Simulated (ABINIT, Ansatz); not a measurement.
# InGaN2 (P3m1): G0W0 with ABINIT, start to end

Aim: the G0W0 gap of InGaN2 (P3m1) on LDA, step by step.

Main program and level: ABINIT 10.8.3; LDA and many-body steps on it, plane waves.

### Step 1. Set-up

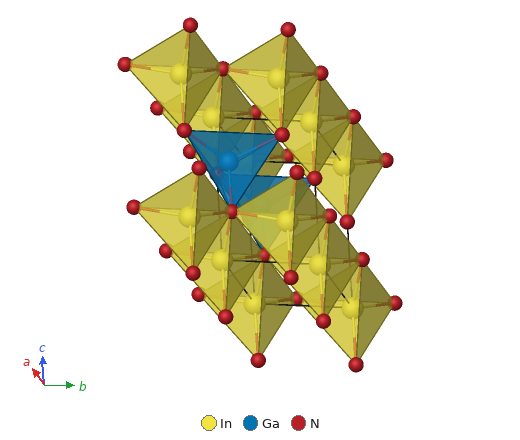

The starting structure, seen from a free direction (indium yellow, gallium blue, nitrogen red). 2×1×1 cells are drawn. Some periodic images of atoms are drawn too.

Coordinates:

```cif
data_structure
_symmetry_space_group_name_H-M 'P 1'
_symmetry_Int_Tables_number 1
_cell_length_a 3.3993
_cell_length_b 3.3993
_cell_length_c 5.5516
_cell_angle_alpha 90.000
_cell_angle_beta 90.000
_cell_angle_gamma 120.000
_cell_volume 55.56
loop_
_atom_site_label
_atom_site_type_symbol
_atom_site_fract_x
_atom_site_fract_y
_atom_site_fract_z
_atom_site_occupancy
In1 In 0.00000 0.00000 0.99840 1
Ga2 Ga 0.66667 0.33333 0.49536 1
N3 N 0.66667 0.33333 0.14562 1
N4 N 0.00000 0.00000 0.60222 1
```

The cell and positions are those that the Materials Project relaxed with its own functionals (PBE, PBE+U or r2SCAN), kept fixed.

### Step 2. Ground state

This step: ABINIT 10.8.3; DFT, LDA, plane waves, norm-conserving pseudopotentials.

The ground-state density comes first.

Input file run.abi:

```
acell 3*1.0 Angstrom
rprim 
  3.399288205422 -0.000000000005 0.000000000000
  -1.699644102707 2.943869940683 0.000000000000
  0.000000000000 0.000000000000 5.551613000000
ntypat 3
znucl 49 31 7
natom 4
typat 1 2 3 3
xred 
  0.000000000000 0.000000000000 0.998402000000
  0.666666666667 0.333333333333 0.495356000000
  0.666666666667 0.333333333333 0.145617000000
  0.000000000000 0.000000000000 0.602224000000
pp_dirpath "pseudos"
pseudos "In.upf, Ga.upf, N.upf"
ecut 45
ngkpt 6 6 4
nshiftk 1
shiftk 0 0 0
kptopt 1
chksymbreak 0
nband 32
occopt 1
tolvrs 1e-10
nstep 60
prtwf 0
optforces 0
optstress 0
indata_prefix "in"
outdata_prefix "out"
tmpdata_prefix "tmp"
```

On the command line:

```
> OMP_NUM_THREADS=1 mpirun -n 4 abinit run.abi > log
```

Numbers of over 12 decimals in the logs are rounded to 6 here.

The program printed:

```text
.Version 10.8.3 of ABINIT. v10.8.2 released Aug 2026.

 Symmetries : space group P3 m 1 (#156); Bravais hP (primitive hexag.)
================================================================================
 Values of the parameters that define the memory need of the present run
     intxc =       0    ionmov =       0      iscf =       7    lmnmax =       6
     lnmax =       6     mgfft =      64  mpssoang =       3    mqgrid =    3169
     natom =       4  nloc_mem =       1    nspden =       1   nspinor =       1
    nsppol =       1      nsym =       6    n1xccc =    2501    ntypat =       3
    occopt =       1   xclevel =       1
-    mband =          32        mffmem =           1         mkmem =           6
       mpw =        5444          nfft =      102400          nkpt =          24
================================================================================
  Rough estimation (10% accuracy) of disk space for files :
================================================================================

--------------------------------------------------------------------------------
------------- Echo of variables that govern the present computation ------------
--------------------------------------------------------------------------------
 -outvars: echo values of preprocessed input variables --------
            acell      1.8897261259E+00  1.8897261259E+00  1.8897261259E+00 Bohr

      chksymbreak           0
             ecut      4.50000000E+01 Hartree
-          fftalg         312

              ixc       -1012
              kpt      0.00000000E+00  0.00000000E+00  0.00000000E+00
                       1.66666667E-01  0.00000000E+00  0.00000000E+00
                       3.33333333E-01  0.00000000E+00  0.00000000E+00
                       5.00000000E-01  0.00000000E+00  0.00000000E+00
                       1.66666667E-01  1.66666667E-01  0.00000000E+00
                       3.33333333E-01  1.66666667E-01  0.00000000E+00
                       3.33333333E-01  3.33333333E-01  0.00000000E+00
                       0.00000000E+00  0.00000000E+00  2.50000000E-01
                       1.66666667E-01  0.00000000E+00  2.50000000E-01
   [... 13 further rows ...]
                       3.33333333E-01  1.66666667E-01  5.00000000E-01
                       3.33333333E-01  3.33333333E-01  5.00000000E-01
         kptrlatt        6    0    0      0    6    0      0    0    4
          kptrlen      3.85423424E+01
P           mkmem           6
            natom           4
            nband          32
            ngfft          40      40      64
             nkpt          24
            nstep          60
             nsym           6
           ntypat           3
              occ      2.000000  2.000000  2.000000  2.000000  2.000000  2.000000
                       2.000000  2.000000  2.000000  2.000000  2.000000  2.000000
                       2.000000  2.000000  2.000000  2.000000  2.000000  2.000000
                       2.000000  2.000000  2.000000  2.000000  2.000000  2.000000
                       2.000000  2.000000  0.000000  0.000000  0.000000  0.000000
                       0.000000  0.000000
        optforces           0
        optstress           0
            prtwf           0
            rprim      3.3992882054E+00 -5.0000000000E-12  0.0000000000E+00
[...]
spgroup         156

           tolvrs      1.00000000E-10

             xred      0.0000000000E+00  0.0000000000E+00  9.9840200000E-01
[...]
znucl       49.00000   31.00000    7.00000

================================================================================

 chkinp: Checking input parameters for consistency.

================================================================================
== DATASET  1 ==================================================================
-   mpi_nproc: 4, omp_nthreads: 1 (-1 if OMP is not activated)

--- !DatasetInfo
iteration_state: {dtset: 1, }
dimensions: {natom: 4, nkpt: 24, mband: 32, nsppol: 1, nspinor: 1, nspden: 1, mpw: 5444, }
cutoff_energies: {ecut:  45.0, pawecutdg:  -1.0, }
electrons: {nelect:   5.20000000E+01, charge:   0.00000000E+00, occopt:   1.00000000E+00, tsmear:   1.00000000E-02, }

 Real(R)+Recip(G) space primitive vectors, cartesian coordinates (Bohr,Bohr^-1):
 R(1)=  6.4237237  0.0000000  0.0000000  G(1)=  0.1556729  0.0898778  0.0000000
 R(2)= -3.2118619  5.5631079  0.0000000  G(2)=  0.0000000  0.1797556  0.0000000
 R(3)=  0.0000000  0.0000000 10.4910281  G(3)=  0.0000000  0.0000000  0.0953195
 Unit cell volume ucvol=  3.7490600E+02 bohr^3
 Angles (23,13,12)=  9.00000000E+01  9.00000000E+01  1.20000000E+02 degrees

 getcut: wavevector=  0.0000  0.0000  0.0000  ngfft=  40  40  64
         ecut(hartree)=     45.000   => boxcut(ratio)=   2.02018

--- Pseudopotential description ------------------------------------------------
- In Generated using ONCVPSP code by D. R. Hamann
- 49.00000  21.00000  180309                  znucl, zion, pspdat
12 -1012 2 -1 1894                            pspcod,pspxc,lmax,lloc,mmax
     nproj     2     2     2
  pspatm : epsatm=   33.93291270
         --- l  ekb(1:nproj) -->
[...]
pspatm: atomic psp has been read  and splines computed

- Ga Generated using ONCVPSP code by D. R. Hamann
- 31.00000  21.00000  180309                  znucl, zion, pspdat
12 -1012 2 -1 1858                            pspcod,pspxc,lmax,lloc,mmax
     nproj     2     2     2
  pspatm : epsatm=   21.89818218
         --- l  ekb(1:nproj) -->
[...]
pspatm: atomic psp has been read  and splines computed

- N Generated using ONCVPSP code by D. R. Hamann
-  7.00000   5.00000  180309                  znucl, zion, pspdat
12 -1012 1 -1 1058                            pspcod,pspxc,lmax,lloc,mmax
     nproj     2     2     0
  pspatm : epsatm=    5.30777321
         --- l  ekb(1:nproj) -->
[...]
pspatm: atomic psp has been read  and splines computed

   3.45522535E+03                                ecore*ucvol(ha*bohr**3)
--------------------------------------------------------------------------------

_setup2: Arith. and geom. avg. npw (full set) are    5403.090    5403.080

================================================================================

--- !BeginCycle
iteration_state: {dtset: 1, }
solver: {iscf: 7, nstep: 60, nline: 4, wfoptalg: 0, }
tolerances: {tolvrs: 1.00E-10, }

     iter   Etot(hartree)      deltaE(h)  residm     vres2
 ETOT  1  -466.00146099811    -4.660E+02 5.368E-01 2.775E+03
 ETOT  2  -467.19803532870    -1.197E+00 5.620E-02 4.254E+03
 ETOT  3  -468.03044027238    -8.324E-01 2.334E-02 2.477E+02
 ETOT  4  -468.03780869144    -7.368E-03 4.525E-03 1.835E+02
 ETOT  5  -468.04593706772    -8.128E-03 1.393E-03 6.160E+01
 ETOT  6  -468.05070539743    -4.768E-03 8.660E-04 1.171E+01
 ETOT  7  -468.05143875007    -7.334E-04 2.535E-04 6.125E+00
 ETOT  8  -468.05186075655    -4.220E-04 3.866E-04 2.135E+00
 ETOT  9  -468.05206213403    -2.014E-04 1.560E-04 3.671E-02
 ETOT 10  -468.05206341442    -1.280E-06 2.147E-04 7.867E-03
 ETOT 11  -468.05206433544    -9.210E-07 6.538E-05 7.051E-05
 ETOT 12  -468.05206434773    -1.228E-08 9.831E-05 1.009E-06
 ETOT 13  -468.05206434785    -1.247E-10 2.891E-05 5.723E-08
 ETOT 14  -468.05206434785     7.390E-13 4.338E-05 5.015E-09
 ETOT 15  -468.05206434785     5.684E-13 1.277E-05 4.520E-10
 ETOT 16  -468.05206434784     6.139E-12 1.916E-05 1.278E-10
 ETOT 17  -468.05206434784     2.615E-12 5.627E-06 1.304E-11

 At SCF step   17       vres2   =  1.30E-11 < tolvrs=  1.00E-10 =>converged.

--- !ResultsGS
iteration_state: {dtset: 1, }
comment   : Summary of ground state results
lattice_vectors:
- [  6.4237237,  -0.0000000,   0.0000000, ]
- [ -3.2118619,   5.5631079,   0.0000000, ]
- [  0.0000000,   0.0000000,  10.4910281, ]
lattice_lengths: [   6.42372,    6.42372,   10.49103, ]
lattice_angles: [ 90.000,  90.000, 120.000, ] # degrees, (23, 13, 12)
lattice_volume:   3.7490600E+02
convergence: {deltae:  2.615E-12, res2:  1.304E-11, residm:  5.627E-06, diffor:  0.000E+00, }
etotal    :  -4.68052064E+02
entropy   :   0.00000000E+00
fermie    :   2.23193896E-01
cartesian_stress_tensor: null
pressure_GPa: null
xred      :
- [  0.0000E+00,   0.0000E+00,   9.9840E-01, In]
- [  6.6667E-01,   3.3333E-01,   4.9536E-01, Ga]
- [  6.6667E-01,   3.3333E-01,   1.4562E-01,  N]
- [  0.0000E+00,   0.0000E+00,   6.0222E-01,  N]
cartesian_forces: null
force_length_stats: {min: null, max: null, mean: null, }

 Integrated electronic density in atomic spheres:
 ------------------------------------------------
 Atom  Sphere_radius  Integrated_density
[...]
4        2.00000          5.00163710
================================================================================

 ----iterations are completed or convergence reached----

 Mean square residual over all n,k,spin=   13.710E-09; max=  56.275E-07
 reduced coordinates (array xred) for    4 atoms
       0.000000000000      0.000000000000      0.998402000000
       0.666666666667      0.333333333333      0.495356000000
       0.666666666667      0.333333333333      0.145617000000
       0.000000000000      0.000000000000      0.602224000000
 rms dE/dt=  0.0000E+00; max dE/dt=  0.0000E+00; dE/dt below (all hartree)
    1       0.000000000000      0.000000000000      0.000000000000
    2       0.000000000000      0.000000000000      0.000000000000
    3       0.000000000000      0.000000000000      0.000000000000
    4       0.000000000000      0.000000000000      0.000000000000

 cartesian coordinates (angstrom) at end:
    1      0.000000     0.000000     5.542742
    2      1.699644     0.981290     2.750025
    3      1.699644     0.981290     0.808409
    4      0.000000     0.000000     3.343315
 length scales=  1.889726125908  1.889726125908  1.889726125908 bohr
              =  1.000000000000  1.000000000000  1.000000000000 angstroms
 prteigrs : about to open file out_EIG
 Fermi (or HOMO) energy (hartree) =   0.22319   Average Vxc (hartree)=  -0.42910
 Eigenvalues (hartree) for nkpt=  24  k points:
 kpt#   1, nband= 32, wtk=  0.00694, kpt=  0.0000  0.0000  0.0000 (reduced coord)
  -4.98821   -3.95063   -3.19301   -3.19301   -3.19283   -2.42971   -2.42971   -2.42924
  -0.32635   -0.31997   -0.28451   -0.28451   -0.27918   -0.27918   -0.27892   -0.26621
  -0.26621   -0.25262   -0.25262   -0.20243   -0.01389    0.18070    0.18070    0.21220
   0.22319    0.22319    0.23183    0.33585    0.49031    0.54558    0.54558    0.59329
 prteigrs : prtvol=0 or 1, do not print more k-points.

--- !EnergyTerms
iteration_state     : {dtset: 1, }
comment             : Components of total free energy in Hartree
kinetic             :  2.01888275622983E+02
hartree             :  1.66815187744436E+02
xc                  : -5.91974480076489E+01
Ewald energy        : -2.53251460232176E+02
psp_core            :  9.21624443003820E+00
local_psp           : -4.54790811677746E+02
non_local_psp       : -7.87320522277251E+01
total_energy        : -4.68052064347840E+02
total_energy_eV     : -1.27363455061978E+04
band_energy         : -5.66731794078171E+01

== END DATASET(S) ==============================================================
================================================================================

 -outvars: echo values of variables after computation  --------
           etotal     -4.6805206435E+02
            nband          32
             nkpt          24
          spgroup         156
 [... the other variables as echoed above ...]

 Calculation completed.
```

It took 1.7 min on 4 MPI ranks of Arm Neoverse N1, shared host; peak memory 0.38 GiB.

This step gave:

| Item | Value |
| --- | --- |
| total energy | -12736.3455 eV |
| gap | 0.2351 eV |
| k of the valence top | 0, 0, 0 |
| k of the conduction bottom | 0, 0, 0 |
| least direct gap | 0.2351 eV |

The gap is direct, at Γ.

[end of part 1 of 3]

[Paths, hosts, dates, memory and timing lines, banners, echoed tables and standing remarks are left out of the program output.]

[Logs are printed without paths, hosts, clocks, repeated set-up lines and the standing remarks that a program may print on its own settings, such as how far it seeks lower states.]

[Runs of the session that timed out or met a known fault of the program may be left out.]

[Hosts, paths, dates, database ids (printed as entryN), source tags and the programs' standing remarks are cut or masked in the printed files.]

[G0W0 gaps are taken among the corrected bands and points alone; a level outside them can change the order at an edge.]

[Where Ansatz stands beside ABINIT at settings called matched, ABINIT's density can come from a denser mesh and the files from another edition; pairs whose starting gaps differed by over 0.03 eV were left out, so agreement reads better than it is.]
